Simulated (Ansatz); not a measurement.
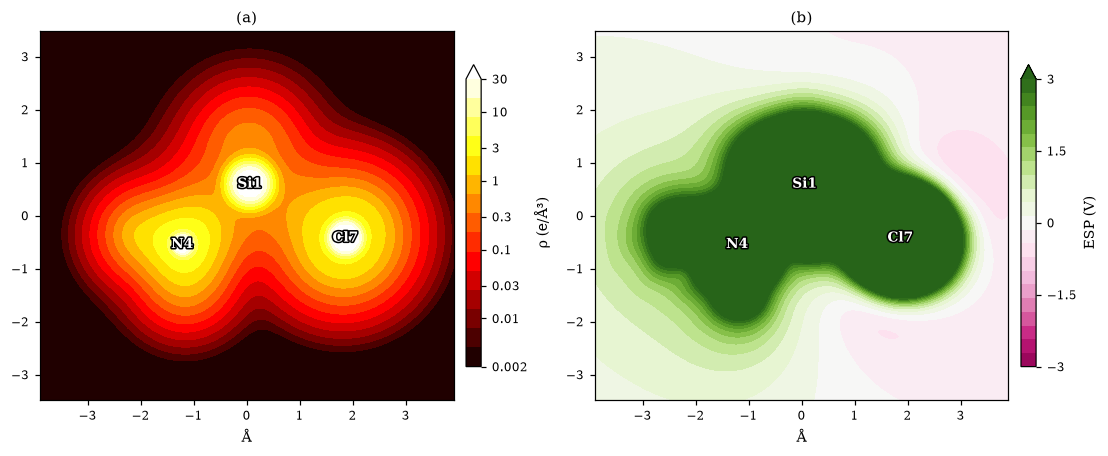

ClH4NSi. (a) electron density; (b) electrostatic potential on the plane of atoms N4, Si1 and Cl7.

Not at a stationary point (largest force 1.8 eV/Å).

Level of theory: RKS B3LYP-D4/def2-SVP (Ansatz).

Input

```
crystal:
  periodic: [false, false, false]
  atoms:
    - { symbol: Si, position_ang: [0.0, 0.0, 0.0] }
    - { symbol: H, position_ang: [0.9994, 0.0, 1.3254] }
    - { symbol: H, position_ang: [1.5827, 0.0, 0.5009] }
    - { symbol: "N", position_ang: [-0.8572, 1.4851, -0.6061] }
    - { symbol: H, position_ang: [-1.8773, 1.43, -0.8888] }
    - { symbol: H, position_ang: [-0.3367, 2.4058, -0.6766] }
    - { symbol: Cl, position_ang: [-1.0032, -1.7381, -0.7093] }
basis:
  gaussian: { orbitals: def2-SVP }
hamiltonian:
  xc: b3lyp
  dispersion: d4
relax:
  f_tol: 0.15
  max_steps: 25
  restrain:
    - { distance: [1, 2], at: 1.86, k: 30.0 }
    - { distance: [0, 1], at: 1.46, k: 30.0 }
    - { distance: [0, 2], at: 1.46, k: 30.0 }
output:
  orbitals: {}
```

Launched as:

```sh
ansatz run input.yaml --threads 1 --pin off --max-ram 2048MiB --backend cpu --events-out ev --progress --plain --runs-dir out
```

The fields are those of the run's last geometry, not of the input's.

### What does the map show?

Atoms in the plane: Si, N and Cl. Si–N (1.71 Å): ρ is about 1.1 e/Å³ halfway. Si–Cl (2.07 Å): ρ is about 0.84 e/Å³ halfway. Outside the dense part of the molecule the potential is most negative (−0.6 V) near Cl7.
